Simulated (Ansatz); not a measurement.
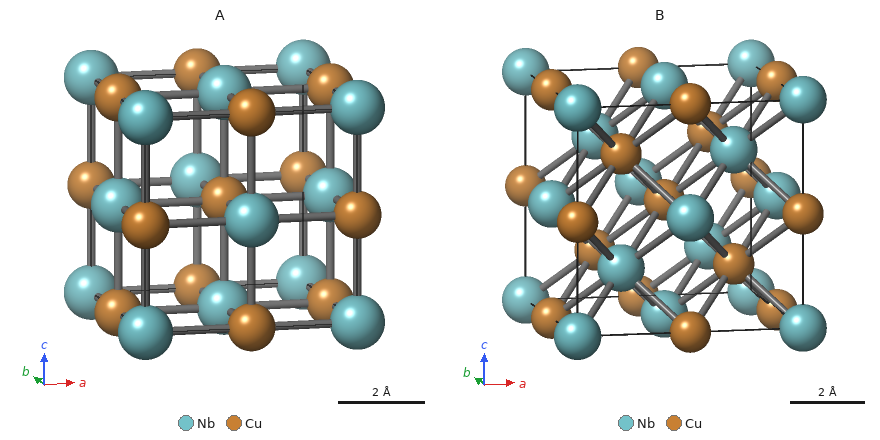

Two structures of NbCu, each relaxed to rest (conventional cells in solid outline, small ones repeated, not to one scale). Method: DFT PBE, scalar-relativistic, plane waves, PAW (Ansatz 0.2.0), without spin polarisation.

### State the structure in each panel.

A: rock salt (NaCl type), Fm-3m. B: 16 atoms a cell on a face-centred cubic lattice, Fd-3m.

### Which polymorph is favoured?

B is lower, by 302 meV/atom at this level of theory (energies at zero smearing). Volumes: A 16.8, B 15.6 Å³/atom.

One or both may be structure types tried for this composition rather than known phases.
